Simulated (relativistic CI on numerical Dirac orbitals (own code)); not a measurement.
# Pd⁺: 3d photoemission multiplets

Wanted: the shape of the 3d photoemission spectrum of Pd⁺ in 4 surroundings, from the same atomic integrals.

The numbers are computed with relativistic CI on numerical Dirac orbitals (own code) version 1 (Dirac-Coulomb-Breit CI, KLI orbitals optimised for each configuration, model QED (radiative potential, 1s self-energy scaled to tabulated hydrogen-like ionisation energies), valence Slater integrals scaled by 0.9, multiplet model of photoemission in the sudden approximation), except any that are marked as measured or tabulated.

## 1. What is computed

| Item | Value |
| --- | --- |
| ion | Pd⁺ (Pd II) |
| nuclear charge | 46 |
| electrons | 45 |
| configurations | [Kr] 4d9 → [Ar] 3d9 4s2 4p6 4d9 |
| temperature | 300 K |
| widths | Lorentz 0.21 eV, Gauss 0.5 eV |
| surrounding 1 | free ion |
| surrounding 2 | Td, 10Dq = -1550 cm⁻¹ |
| surrounding 3 | Td, 10Dq = -4200 cm⁻¹ |
| surrounding 4 | Td, 10Dq = -6900 cm⁻¹ |

## 2. Surrounding 1: free ion

Settings of the run:

```ini
atom Pd  Z=46  charge=1  electrons=45
nucleus A=106  rms_radius_fm=4.5318
hamiltonian dirac-coulomb  breit=on  qed=on  c_scale=1
orbitals kli  potential=per-configuration
slater_scale 0.9
correlation none
mixing on
configurations
  [Kr] 4d9
  [Ar] 3d9 4s2 4p6 4d9
end
photoemission 3d T=300 lorentz=0.21 gauss=0.5
crystal_field free
```

From the run's result record (rounded, not every field):

```text
{
  "status": "converged",
  "curve, one point in 3 above 2 % of the maximum [energy, intensity] [eV; 1/eV]": [
    [350.9, 0.007736],
    [351.2, 0.01403],
    [351.5, 0.0408],
    [351.8, 0.1385],
    [352.1, 0.245],
    [352.4, 0.3315],
    [352.7, 0.2451],
    [353, 0.08128],
    [353.3, 0.05351],
    [353.6, 0.09184],
    [353.9, 0.1034],
    [354.2, 0.1344],
    [354.5, 0.1688],
    [354.8, 0.1442],
    [355.1, 0.109],
    [355.4, 0.03746],
    [355.7, 0.01362],
    [356, 0.01346],
    [356.3, 0.02444],
    [356.6, 0.02156],
    [356.9, 0.00979],
    [357.2, 0.007229],
    [357.5, 0.009324],
    [357.8, 0.01965],
    [358.1, 0.05616],
    [358.4, 0.1349],
    [358.7, 0.1647],
    [359, 0.1592],
    [359.3, 0.2022],
    [359.6, 0.2585],
    [359.9, 0.1408],
    [360.2, 0.04582],
    [360.5, 0.01969],
    [360.8, 0.008696]
  ],
  "sticks, the strongest [energy, strength] [eV, share]": [
    [352, 0.1158],
    [352.48, 0.1833],
    [352.6, 0.04831],
    [353.61, 0.006048],
    [353.75, 0.05594],
    [354.41, 0.1038],
    [354.96, 0.08242],
    [356.42, 0.016],
    [358.17, 0.01263],
    [358.56, 0.09991],
    [359.06, 0.07033],
    [359.56, 0.1402],
    [359.72, 0.04699],
    [360.28, 0.007857]
  ],
  "centroid [eV]": 355.533,
  "spread [eV]": 3.02763,
  "peak [eV]": 352.5,
  "ground_S": 0.5,
  "radial 3d9 4d9 [Ha, bohr]": {"<r^-3>(3d)": 87.103, "<r^1>(3d)": 0.3519, "<r^2>(3d)": 0.14727, "<r^4>(3d)": 0.040373, "zeta(3d)": 0.078517, "<r^-3>(4d)": 8.9665, "<r^1>(4d)": 1.3092, "<r^2>(4d)": 2.0405, "<r^4>(4d)": 7.7271, "F2(3d,4d)": 0.18091, "F4(3d,4d)": 0.079079, "G0(3d,4d)": 0.055567, "G2(3d,4d)": 0.064511, "G4(3d,4d)": 0.049131, "zeta(4d)": 0.0076471}
}
```

It took 0.25 s on 1 thread, shared host.

## 3. Surrounding 2: Td, 10Dq = -1550

The settings differ from step 2 so:

```diff
@@ -12,2 +12,2 @@
 photoemission 3d T=300 lorentz=0.21 gauss=0.5
-crystal_field free
+crystal_field Td 10Dq=-1550
```

From the record:

```text
{
  "status": "converged",
  "curve, one point in 4 above 2 % of the maximum [energy, intensity] [eV; 1/eV]": [
    [350.9, 0.007537],
    [351.3, 0.01734],
    [351.7, 0.0886],
    [352.1, 0.2497],
    [352.5, 0.3306],
    [352.9, 0.1478],
    [353.3, 0.05429],
    [353.7, 0.09755],
    [354.1, 0.09639],
    [354.5, 0.1647],
    [354.9, 0.1374],
    [355.3, 0.06982],
    [355.7, 0.01527],
    [356.1, 0.01335],
    [356.5, 0.02453],
    [356.9, 0.01148],
    [357.3, 0.007616],
    [357.7, 0.01418],
    [358.1, 0.0529],
    [358.5, 0.1562],
    [358.9, 0.1749],
    [359.3, 0.1812],
    [359.7, 0.2331],
    [360.1, 0.07224],
    [360.5, 0.01982],
    [360.9, 0.007345]
  ],
  "sticks, the strongest [energy, strength] [eV, share]": [
    [352.04, 0.08388],
    [352.08, 0.04485],
    [352.53, 0.1225],
    [354.51, 0.06395],
    [355.03, 0.06249],
    [358.65, 0.06226],
    [359.07, 0.05859],
    [359.6, 0.07954]
  ],
  "centroid [eV]": 355.533,
  "spread [eV]": 3.027,
  "peak [eV]": 352.5,
  "ground_S": 0.5
}
```

Run time: 0.25 s. Hardware: 1 thread, shared host.

## 4. Surrounding 3: Td, 10Dq = -4200

The settings differ from step 3 so:

```diff
@@ -12,2 +12,2 @@
 photoemission 3d T=300 lorentz=0.21 gauss=0.5
-crystal_field Td 10Dq=-1550
+crystal_field Td 10Dq=-4200
```

From the record:

```text
{
  "status": "converged",
  "curve, one point in 4 above 2 % of the maximum [energy, intensity] [eV; 1/eV]": [
    [350.9, 0.007254],
    [351.3, 0.01569],
    [351.7, 0.07495],
    [352.1, 0.2566],
    [352.5, 0.316],
    [352.9, 0.1943],
    [353.3, 0.06259],
    [353.7, 0.09422],
    [354.1, 0.07984],
    [354.5, 0.1284],
    [354.9, 0.1387],
    [355.3, 0.09224],
    [355.7, 0.02268],
    [356.1, 0.01007],
    [356.5, 0.01894],
    [356.9, 0.01589],
    [357.3, 0.008077],
    [357.7, 0.01311],
    [358.1, 0.04625],
    [358.5, 0.1366],
    [358.9, 0.2264],
    [359.3, 0.1584],
    [359.7, 0.2079],
    [360.1, 0.09105],
    [360.5, 0.02],
    [360.9, 0.008355]
  ],
  "sticks, the strongest [energy, strength] [eV, share]": [
    [352.09, 0.1049],
    [352.19, 0.05626],
    [352.59, 0.07035],
    [352.6, 0.05684],
    [355.17, 0.05741],
    [358.82, 0.0723],
    [359.08, 0.06304],
    [359.68, 0.06956]
  ],
  "centroid [eV]": 355.533,
  "spread [eV]": 3.02747,
  "peak [eV]": 352.6,
  "ground_S": 0.5
}
```

It took 0.25 s on 1 thread, shared host.

## 5. Surrounding 4: Td, 10Dq = -6900

The settings differ from step 4 so:

```diff
@@ -12,2 +12,2 @@
 photoemission 3d T=300 lorentz=0.21 gauss=0.5
-crystal_field Td 10Dq=-4200
+crystal_field Td 10Dq=-6900
```

From the record:

```text
{
  "status": "converged",
  "curve, one point in 4 above 2 % of the maximum [energy, intensity] [eV; 1/eV]": [
    [350.9, 0.007047],
    [351.3, 0.01473],
    [351.7, 0.06614],
    [352.1, 0.2531],
    [352.5, 0.3077],
    [352.9, 0.2249],
    [353.3, 0.07488],
    [353.7, 0.1008],
    [354.1, 0.082],
    [354.5, 0.08039],
    [354.9, 0.1358],
    [355.3, 0.1021],
    [355.7, 0.04116],
    [356.1, 0.0109],
    [356.5, 0.01154],
    [356.9, 0.0185],
    [357.3, 0.00986],
    [357.7, 0.0127],
    [358.1, 0.04338],
    [358.5, 0.1131],
    [358.9, 0.2555],
    [359.3, 0.1734],
    [359.7, 0.1712],
    [360.1, 0.1009],
    [360.5, 0.02457],
    [360.9, 0.009003]
  ],
  "sticks, the strongest [energy, strength] [eV, share]": [
    [352.12, 0.1152],
    [352.28, 0.06389],
    [352.64, 0.06837],
    [352.65, 0.05948],
    [358.77, 0.06533],
    [358.97, 0.08264],
    [359.1, 0.06367],
    [359.66, 0.05201]
  ],
  "centroid [eV]": 355.533,
  "spread [eV]": 3.02763,
  "peak [eV]": 352.6,
  "ground_S": 0.5
}
```

Run time: 0.25 s. Hardware: 1 thread, shared host.

## 6. Comparison

| surrounding | ground S | centroid (eV) | spread (eV) | up to four highest peaks (% of the highest), eV |
| --- | --- | --- | --- | --- |
| 1: free | 0.50 | 355.53 | 3.03 | 352.5 (100), 354.4 (51), 358.6 (50), 359.6 (77) |
| 2: Td | 0.50 | 355.53 | 3.03 | 352.5 (100), 354.5 (50), 358.7 (56), 359.6 (73) |
| 3: Td | 0.50 | 355.53 | 3.03 | 352.6 (100), 354.7 (49), 358.9 (71), 359.7 (65) |
| 4: Td | 0.50 | 355.53 | 3.03 | 352.6 (100), 354.9 (44), 359.0 (83), 359.7 (55) |

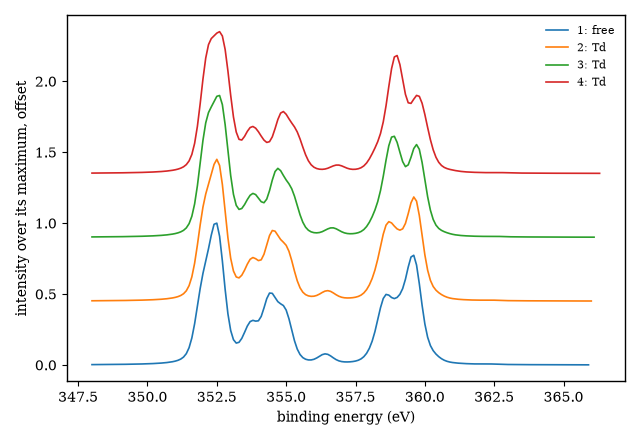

The spectra, each scaled to its maximum and offset.

## 7. What came out

| quantity | value |
| --- | --- |
| highest peak, first run | 352.5 eV |
| ground spin (effective S from ⟨S²⟩) | 0.50 |

The highest peak stays in place, within the step of the energy grid, in all surroundings. Energies are those of the free ion without screening by ligands; binding energies in solids differ by tens of eV.
